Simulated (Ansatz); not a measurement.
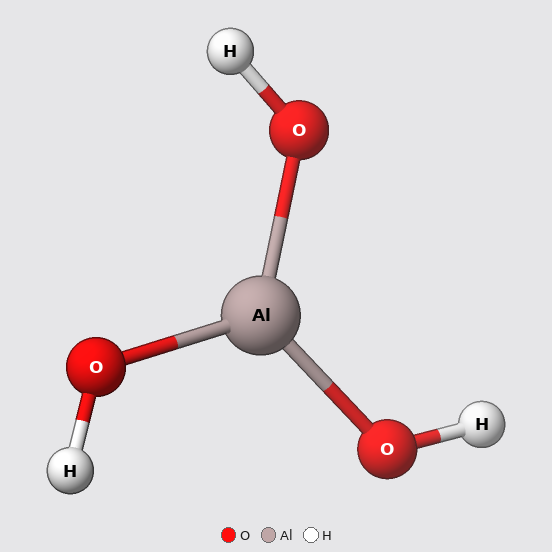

Every bond is drawn as one stick, whatever its order.

The computed structure is the end point of a PBE0-D4/def2-TZVP optimisation.

> Give the formula.

AlH₃O₃, 7 atoms: 1 aluminium, 3 hydrogen and 3 oxygen.

> How many sets of symmetry-equivalent atoms are there?

3: 3 O, 1 Al, 3 H.

> How many bonds of each kind are drawn?

3 Al–O, 3 O–H.

The parts below concern this one geometry. Atoms keep their numbers from picture to picture.

### Shape

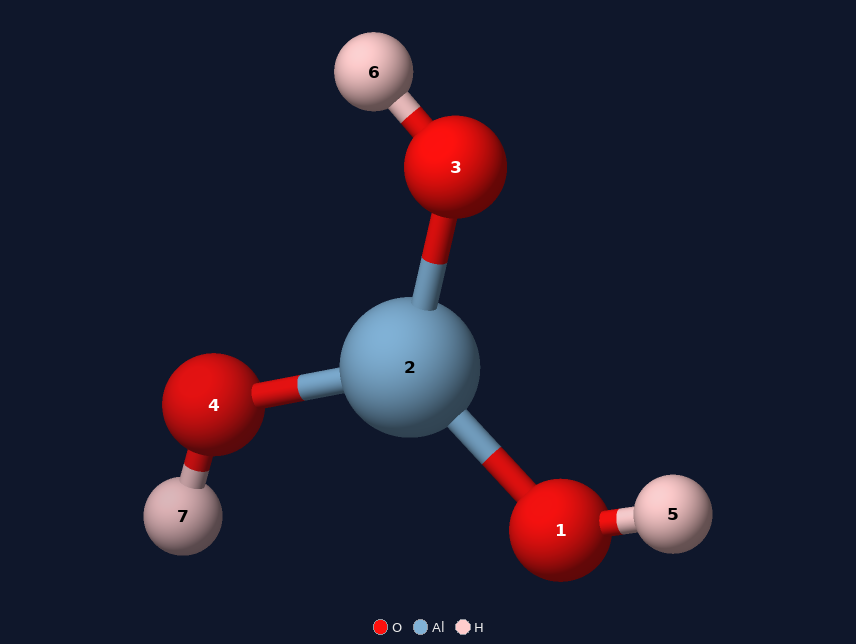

The atoms are numbered.

Which atoms are bonded, and how long are the bonds?

```json
{"bond": "O1–Al2", "length (Å)": "1.689"}
{"bond": "O1–H5", "length (Å)": "0.956"}
{"bond": "Al2–O3", "length (Å)": "1.689"}
{"bond": "Al2–O4", "length (Å)": "1.689"}
{"bond": "O3–H6", "length (Å)": "0.956"}
{"bond": "O4–H7", "length (Å)": "0.956"}
```

### Vibrations

Harmonic vibrations computed with RKS PBE0-D4/def2-TZVP (Ansatz 0.2.0) at a stationary point of the same level.

> List the wavenumbers.

15 modes: 223, 223, 284, 325, 354, 354, 637, 651, 651, 712, 945, 945, 3964, 3964, 3965 cm⁻¹.

### Electronic properties

Method: RKS B3LYP-D4/def2-TZVPP (Ansatz 0.2.0).

Predict the main results.

- HOMO energy (Kohn–Sham orbital): −8.75 eV
- LUMO energy (Kohn–Sham orbital): −0.79 eV
- HOMO–LUMO gap: 7.96 eV
- dispersion correction: −15.9 kJ/mol
- vertical ionisation energy: 11.32 eV

### Thermal motion

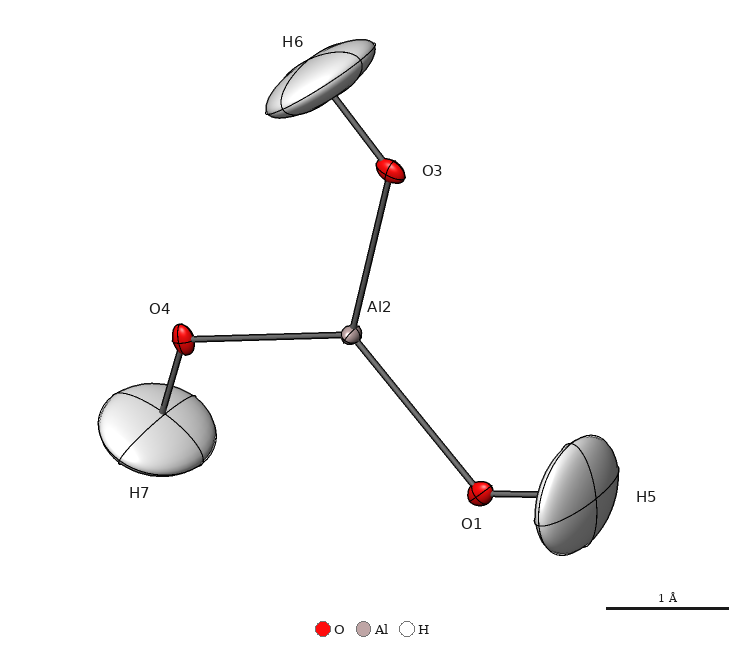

Displacement ellipsoids at the 50 % level, enlarged 1.5 times, from the internal vibrations of the free molecule (harmonic, no overall translation or rotation; no half-axis is drawn under 0.075 Å). Vibrations computed with RKS PBE0-D4/def2-TZVP (Ansatz 0.2.0). Temperature: 298 K.

Give the displacement parameters, one line for each set of equivalent atoms.

```csv
atom,U_eq (Å²),rms amplitudes (Å)
"O1, O3, O4",0.0021,"0.032, 0.043, 0.059"
Al2,0.0016,"0.034, 0.034, 0.048"
"H5, H6, H7",0.0386,"0.080, 0.203, 0.261"
```
